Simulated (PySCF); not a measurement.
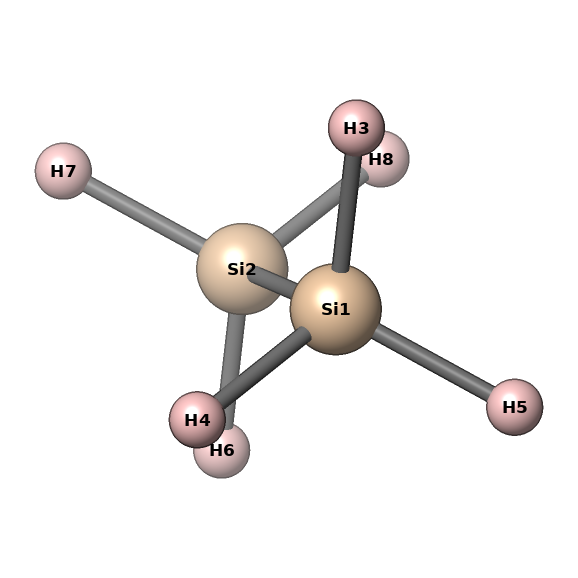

Source: calculation with PySCF.

Si2 lies behind Si1. The molecule seen a little off the Si1–Si2 bond, Si1 in front. Atoms fade into the background with distance from the viewer. Geometry: a fixed input geometry, not necessarily a minimum.

Q: What is the torsion angle H3–Si1–Si2–H6? The sign is positive where the front bond must turn clockwise to cover the back bond.

A: 180°, antiperiplanar (anti). The bonds about Si1–Si2 are staggered.
